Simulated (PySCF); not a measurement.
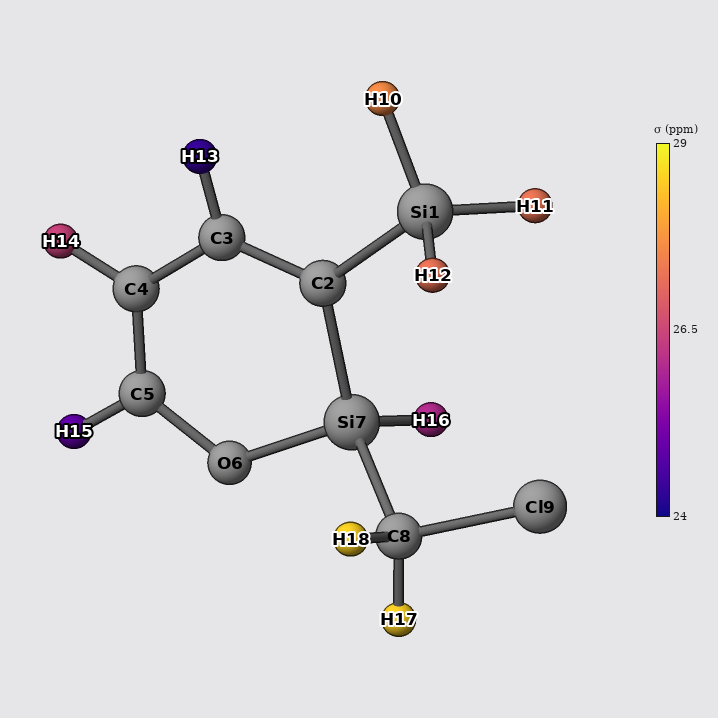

Atoms are coloured by their isotropic NMR shieldings (H only, the others grey). The computed structure is the end point of a GFN2-xTB optimisation. No frequency run is at hand to confirm it as a minimum. Level of theory: GIAO PBE0/pcSseg-1 NMR shielding, non-relativistic, gas phase (PySCF 2.14.0).

**Which H atom is the most shielded (lowest chemical shift)?**

H18 (28.54 ppm).

**Which H atom is the least shielded (highest chemical shift)?**

H13 (24.39 ppm).

**How wide is the range of H shifts?**

4.15 ppm.

Give the isotropic NMR shieldings of the H atoms atom by atom.

| atom | σ (ppm) |
| --- | --- |
| H10 | 27.60 |
| H11 | 27.27 |
| H12 | 27.25 |
| H13 | 24.39 |
| H14 | 26.44 |
| H15 | 24.89 |
| H16 | 26.05 |
| H17 | 28.52 |
| H18 | 28.54 |

The geometry is semi-empirical. Around Si such bond lengths and angles can be off by a tenth of an ångström or more and by several degrees, and values that hang on the shape move with them.
